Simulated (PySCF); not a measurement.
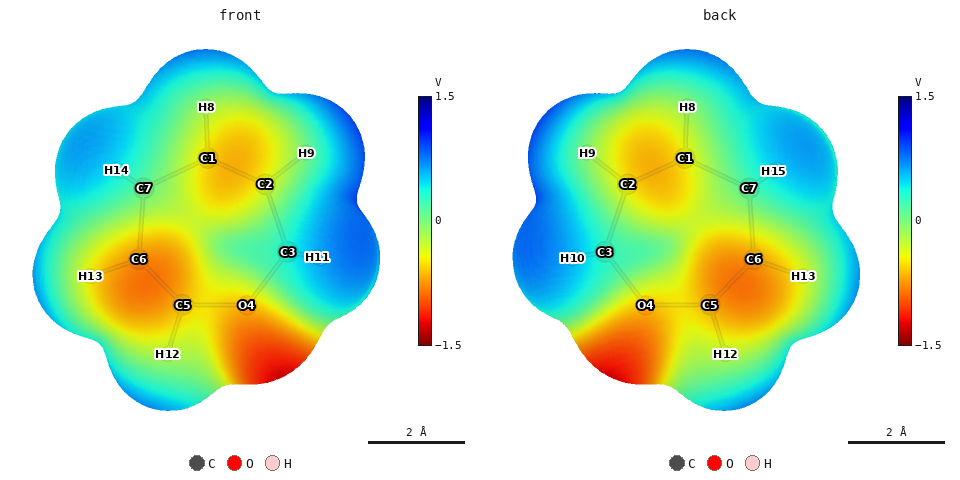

Figure 1: C6H8O. The electrostatic potential painted on the density surface at 0.002 e/bohr³, seen from the front and from behind; red is negative and blue positive.

Geometry: GFN2-xTB.

Computed with PySCF 2.14.0, PBE0/pcSseg-1, SCF density, gas phase, non-relativistic.

```yaml
atoms:
  - { symbol: C, position_ang: [-0.1562, -1.3602, 0.4226] }
  - { symbol: C, position_ang: [1.0820, -0.9032, 0.5020] }
  - { symbol: C, position_ang: [1.7053, 0.4146, 0.1804] }
  - { symbol: O, position_ang: [0.9949, 1.5269, -0.3212] }
  - { symbol: C, position_ang: [-0.3257, 1.5840, -0.5861] }
  - { symbol: C, position_ang: [-1.3373, 0.7322, -0.4922] }
  - { symbol: C, position_ang: [-1.4032, -0.6877, -0.0340] }
  - { symbol: H, position_ang: [-0.3232, -2.3859, 0.7322] }
  - { symbol: H, position_ang: [1.8447, -1.5813, 0.8697] }
  - { symbol: H, position_ang: [2.1985, 0.7714, 1.0989] }
  - { symbol: H, position_ang: [2.5058, 0.2230, -0.5523] }
  - { symbol: H, position_ang: [-0.5272, 2.5843, -0.9553] }
  - { symbol: H, position_ang: [-2.2986, 1.1211, -0.8002] }
  - { symbol: H, position_ang: [-1.8267, -1.2903, -0.8491] }
  - { symbol: H, position_ang: [-2.1332, -0.7490, 0.7847] }
```

### Describe the electrostatic potential map.

The most negative region (about −1.2 V) lies over O4, the most positive (about +0.9 V) over C3 and H9. O4 is the likeliest acceptor of a hydrogen bond.

### What dipole moment does the calculation give?

Its dipole moment is 1.18 D.
